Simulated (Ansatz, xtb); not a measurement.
Ligand exchange: AlHBr2 + CH2Br2 → AlH2Br + CHBr3

Gas-phase species: AlHBr2 `[Br][AlH][Br]`, singlet; CH2Br2 (dibromomethane) `BrCBr`, singlet; AlH2Br `[AlH2][Br]`, singlet; CHBr3 (bromoform) `BrC(Br)Br`, singlet. The partners trade Br for H: Al–Br and C–H bonds give way to Al–H and C–Br.

Shapes, held fixed at every level: PBE0-D4/def2-TZVP. Programs: Ansatz 0.2.0, xtb 6.7.1, xtb 6.7.1 later snapshot. The zero-point and thermal change to 298 K, harmonic and unscaled (PBE0-D4/def2-TZVP), is -12.7 kJ/mol.

```csv
level,kind,ΔH(298 K) (kJ/mol),less CCSD(T)/def2-TZVPP
GFN0-xTB,semi-empirical,-0.3,-230.7
HF/def2-SVP,Hartree–Fock,+263.6,+33.2
B3LYP-D4/def2-TZVPP,global hybrid,+228.0,-2.4
BHLYP-D4/def2-TZVPP,global hybrid,+240.9,+10.5
r2SCAN0-D4/def2-TZVPP,global hybrid,+242.6,+12.2
wB97X-V/def2-TZVPP,range-separated hybrid,+230.7,+0.3
MP2/def2-TZVPP,perturbation theory,+229.2,-1.2
CCSD(T)/def2-TZVPP,coupled cluster or CI,+230.4,0.0
```

The highest level, CCSD(T)/def2-TZVPP, gives ΔH(298 K) = +230.4 kJ/mol; the levels span -0.3 to +263.6. They disagree on the sign: 7 of 8 are positive. GFN0-xTB strays far from the other rows. The column of differences is taken from that level and isn't an error. No measured value is set beside it here. Relativity is left out for Br. Outer-core shells of Br are correlated, in sets that cover them unevenly.

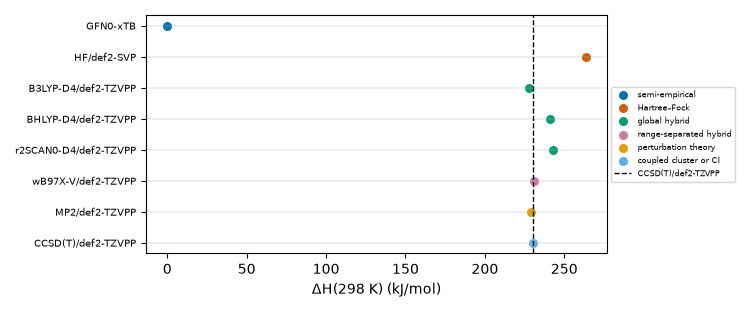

The values of the table, level by level.
